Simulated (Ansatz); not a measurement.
# AlH2O (SMILES [O][AlH2]) at 6 levels

Aim: a comparison of 6 runs (UHF/STO-3G, U-r2SCAN0/STO-3G, U-wB97X/STO-3G, UB3LYP/STO-3G, UHSE06/STO-3G, UMP2/STO-3G) of AlH2O. 

The results are computed with Ansatz 0.2.0.

51 further runs of the same task are left out: 1 that didn't finish, 50 set aside as unsound or not needed.

## 1. The structure to begin with

AlH2O has 4 atoms, charge 0, and is taken as a doublet. SMILES: `[O][AlH2]`. The H3–Al2 distance was set to 1.973 Å, away from the relaxed value.

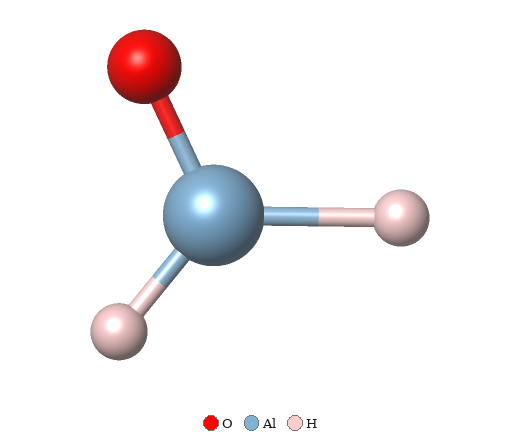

Viewed from a chosen angle; oxygen red, aluminium light blue, hydrogen pink.

## 2. A single-point energy at UHF/STO-3G (run 1)

Contents of job.yaml:

```yaml
crystal:
  periodic: [false, false, false]
  atoms:
    - {symbol: O, position_ang: [0.352838, -0.758621, 1.650311]}
    - {symbol: Al, position_ang: [0.301538, 0.127579, 0.168511]}
    - {symbol: H, position_ang: [-1.149600, -0.360800, -1.076000]}
    - {symbol: H, position_ang: [1.421338, 1.224479, -0.016389]}
basis:
  gaussian:
    orbitals: STO-3G
magnetization:
  spin_polarized: true
  initial_magnetization: 1
hamiltonian:
  xc: hf
accuracy: high
```

On the command line:

```bash
$ ansatz run job.yaml --threads 1 --pin off --max-ram 2610MiB --events-out events.jsonl --progress --plain --runs-dir runs
```

Log:

```text
Warning: RAYON_NUM_THREADS=1 ignored (pool sized by the plan → 1); use --threads N
Functional definition: HF
  name "HF"
  exchange = exact_x
  correlation = 0
267 factors; integrals over basis functions are off by at most 2.8e-8 eV
mean field evaluation 1: about -8531.1207 eV, gradient 2.8e1 eV
mean field evaluation 2: about -8531.1259 eV, gradient 2.8e1 eV
mean field evaluation 4: about -8541.1869 eV, gradient 9.3e0 eV
mean field evaluation 8: about -8542.6200 eV, gradient 3.1e-1 eV
mean field evaluation 16: about -8542.6295 eV, gradient 7.6e-6 eV
mean field evaluation 32: about -8542.1825 eV, gradient 2.7e-1 eV
mean field evaluation 64: about -8540.2695 eV, gradient 8.6e0 eV
mean field evaluation 96: about -8536.4292 eV, gradient 7.0e0 eV
mean field evaluation 128: about -8533.5873 eV, gradient 1.3e0 eV
mean field evaluation 160: about -8536.5184 eV, gradient 6.1e0 eV
mean field evaluation 192: about -8542.6295 eV, gradient 2.7e-4 eV
mean field -8542.62947112 eV, -313.9358426613 hartree, gradient 2.0e-8 eV, S^2 0.765224; 3 other end points of the search recorded, 0 dependent functions left out
reference -8542.62947112 eV, -313.9358426613 hartree; 12, 11 occupied and 4, 5 virtual orbitals, 267 factors
Total energy: -8542.62947112 eV, -313.9358426613 hartree
```

Run time: 0.22 s. Hardware: 1 thread of Arm Neoverse V1, shared host.

## 3. The energy at U-r2SCAN0/STO-3G (run 2)

Contents of in.yaml:

```yaml
crystal:
  periodic: [false, false, false]
  atoms:
    - {symbol: O, position_ang: [0.352838, -0.758621, 1.650311]}
    - {symbol: Al, position_ang: [0.301538, 0.127579, 0.168511]}
    - {symbol: H, position_ang: [-1.149600, -0.360800, -1.076000]}
    - {symbol: H, position_ang: [1.421338, 1.224479, -0.016389]}
basis:
  gaussian: {orbitals: STO-3G}
magnetization: {spin_polarized: true, initial_magnetization: 1}
hamiltonian: {xc: {name: r2SCAN0}}
accuracy: high
```

On the command line:

```bash
$ ansatz run in.yaml --threads 1 --pin off --max-ram 2610MiB --events-out events.jsonl --progress --plain --runs-dir runs
```

Log:

```text
Warning: RAYON_NUM_THREADS=1 ignored (pool sized by the plan → 1); use --threads N
Functional definition: r2SCAN0
  name "r2SCAN0"
  parameter a = 0.25
  parameter k0 = 0.174
  parameter k1 = 0.065
  parameter a1 = 4.9479
  exchange = (1 - a)*r2scan_x(k0 = k0, k1 = k1, a1 = a1) + a*exact_x
  correlation = r2scan_c
267 factors; integrals over basis functions are off by at most 2.8e-8 eV
mean field evaluation 1: about -8558.7805 eV, gradient 2.3e1 eV
mean field evaluation 2: about -8526.3947 eV, gradient 7.9e1 eV
mean field evaluation 4: about -8563.8711 eV, gradient 1.5e0 eV
mean field evaluation 8: about -8563.8610 eV, gradient 1.1e-1 eV
mean field evaluation 16: about -8563.8619 eV, gradient 4.2e-4 eV
mean field evaluation 32: about -8563.8619 eV, gradient 1.5e-8 eV
mean field -8563.86187359 eV, -314.7161190604 hartree, gradient 1.5e-8 eV, S^2 0.757719; 2 other end points of the search recorded, 0 dependent functions left out
reference -8563.86187417 eV, -314.7161190815 hartree; 12, 11 occupied and 4, 5 virtual orbitals, 267 factors
Total energy: -8563.86187417 eV, -314.7161190815 hartree
```

Wall time 4.8 s (1 thread of Arm Neoverse V1, shared host); peak memory 0.2 GiB.

Run 3 isn't shown in full; the table further down has it.

## 4. A single-point energy at UB3LYP/STO-3G (run 4)

Contents of in.yaml:

```yaml
crystal:
  periodic: [false, false, false]
  atoms:
    - symbol: O
      position_ang: [0.352838, -0.758621, 1.650311]
    - symbol: Al
      position_ang: [0.301538, 0.127579, 0.168511]
    - symbol: H
      position_ang: [-1.149600, -0.360800, -1.076000]
    - symbol: H
      position_ang: [1.421338, 1.224479, -0.016389]
basis:
  gaussian:
    orbitals: STO-3G
magnetization:
  spin_polarized: true
  initial_magnetization: 1
hamiltonian:
  xc: {name: B3LYP}
accuracy: high
```

On the command line:

```bash
$ ansatz run in.yaml --threads 1 --pin off --max-ram 2610MiB --events-out events.jsonl --progress --plain --runs-dir runs
```

Log:

```text
Warning: RAYON_NUM_THREADS=1 ignored (pool sized by the plan → 1); use --threads N
Functional definition: B3LYP
  name "B3LYP"
  parameter a0 = 0.2
  parameter ax = 0.72
  parameter ac = 0.81
  exchange = (1 - a0 - ax)*slater_x + ax*b88_x + a0*exact_x
  correlation = (1 - ac)*vwn_rpa_c + ac*lyp_c
267 factors; integrals over basis functions are off by at most 2.8e-8 eV
mean field evaluation 1: about -8561.4237 eV, gradient 2.2e1 eV
mean field evaluation 2: about -8529.5792 eV, gradient 7.6e1 eV
mean field evaluation 4: about -8565.5608 eV, gradient 2.8e0 eV
mean field evaluation 8: about -8565.6059 eV, gradient 6.7e-2 eV
mean field evaluation 16: about -8565.6062 eV, gradient 1.5e-4 eV
mean field -8565.60616059 eV, -314.7802204254 hartree, gradient 3.7e-8 eV, S^2 0.755542; 2 other end points of the search recorded, 0 dependent functions left out
reference -8565.60618456 eV, -314.7802213061 hartree; 12, 11 occupied and 4, 5 virtual orbitals, 267 factors
Total energy: -8565.60618456 eV, -314.7802213061 hartree
```

Run time: 1.8 s. Hardware: 1 thread of Arm Neoverse V1, shared host; peak memory 0.12 GiB.

Run 5 isn't shown in full; the table further down has it.

## 5. A single-point energy at UMP2/STO-3G (run 6)

Contents of input.yaml:

```yaml
basis:
  gaussian: {orbitals: STO-3G}
crystal:
  periodic: [false, false, false]
  atoms:
    - symbol: O
      position_ang: [0.352838, -0.758621, 1.650311]
    - symbol: Al
      position_ang: [0.301538, 0.127579, 0.168511]
    - symbol: H
      position_ang: [-1.149600, -0.360800, -1.076000]
    - symbol: H
      position_ang: [1.421338, 1.224479, -0.016389]
magnetization: {spin_polarized: true, initial_magnetization: 1}
correlation: {method: mp2, frozen_orbitals: {Al: 5, H: 0, O: 1}}
accuracy: high
```

On the command line:

```bash
$ ansatz run input.yaml --threads 1 --pin off --max-ram 2610MiB --events-out events.jsonl --progress --plain --runs-dir runs
```

Log, shortened:

```text
Warning: RAYON_NUM_THREADS=1 ignored (pool sized by the plan → 1); use --threads N
[... 2 set-up lines as earlier in the session ...]
[...]
267 factors; integrals over basis functions are off by at most 2.8e-8 eV
[...]
mean field -8542.62947112 eV, -313.9358426613 hartree, gradient 2.0e-8 eV, S^2 0.765224; 8 other end points of the search recorded, 0 dependent functions left out
6 core orbitals not correlated: weight in the atoms' cores, before any rotation towards them, 0.999 or more for the frozen orbitals, at most 0.000 for the correlated occupied ones
reference -8542.62947112 eV, -313.9358426613 hartree; 6, 5 occupied and 4, 5 virtual orbitals, 267 factors
second order -1.49773738 eV of doubles, -0.00000000 eV of singles
Total energy: -8544.12720850 eV, -313.9908834949 hartree
```

Run time: 0.24 s. Hardware: 1 thread of Arm Neoverse V1, shared host.

## 6. The series

| run | level | frozen core orbitals | energy (Eh) | ⟨S²⟩ | wall time |
| --- | --- | --- | --- | --- | --- |
| 1 | UHF/STO-3G | – | -313.935843 | 0.765 | 0.22 s |
| 2 | U-r2SCAN0/STO-3G | – | -314.716119 | 0.758 | 4.8 s |
| 3 | U-wB97X/STO-3G | – | -314.746528 | 0.756 | 9.6 s |
| 4 | UB3LYP/STO-3G | – | -314.780221 | 0.756 | 1.8 s |
| 5 | UHSE06/STO-3G | – | -314.578298 | 0.756 | 2.2 s |
| 6 | UMP2/STO-3G | 6 | -313.990883 | 0.765 | 0.24 s |

## 7. Outcome

```
                                          quantity          value
                               run 6: total energy  -313.99088 Eh
run 6: correlation energy (6 core orbitals frozen)      -55.0 mEh
          run 6: ⟨S²⟩ of the reference determinant          0.765
```

**Reading.** Totals of different functionals can't be ranked against each other. In runs 1, 2, 3, 4, 5, 6 the basis is minimal, so the values are rough. All runs together took 19 s, the longest 9.6 s.
